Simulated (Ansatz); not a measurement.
A computed series for YOF: pressure series

Start from YOF (space group P4/nmm, No. 129; a = 3.8109 Å, c = 5.4213 Å; a cell from a computed database, its experimental status unchecked).

Cell and atoms are relaxed at each pressure.

Computed with Ansatz (an electronic-structure program), PBEsol, PAW, cutoff 420 eV, no SOC.

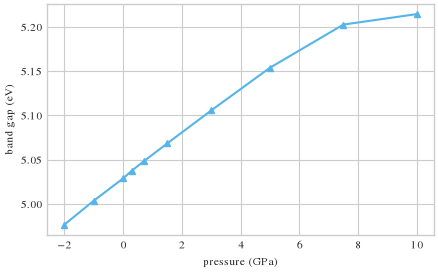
Figure. Band gap against pressure

Problem. From the plot, what is the band gap for pressure −1 GPa?

Solution. About 5.00 eV.

Problem. Is the trend monotonic over the range shown?

Solution. Yes, it rises throughout, spanning 4.98 eV to 5.21 eV.

Load acts through the strain it causes; cell and atoms are relaxed under it. Stability against distortions was not tested. No other phases were tried under pressure.
